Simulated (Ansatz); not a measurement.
The starting structures come from a database of crystals and need not be the phases stable at ambient conditions.

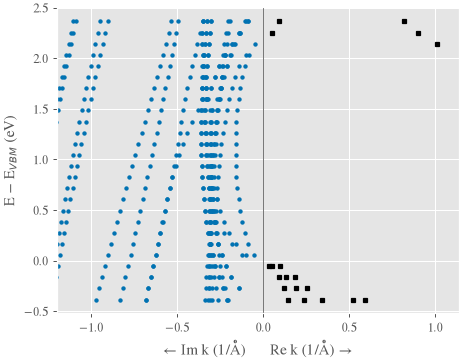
*Complex bands at the centre of the two-dimensional zone; r2SCAN (Ansatz, a program for electronic structure)*

The gap is the functional's own. No spin-orbit coupling. Mid-gap values are interpolated on the energy grid.

This is Al₂ZnTe₄ (I-4, not sure to be the ambient phase, 7 atoms a cell, 30.9 Å³ an atom) along the normal of (100). Read off the slowest decay at the centre of the two-dimensional zone at 1.04 eV, the computed energy nearest the middle of the gap.

κ ≈ 0.16 1/Å, a decay length 1/(2κ) of the density of 3.2 Å.
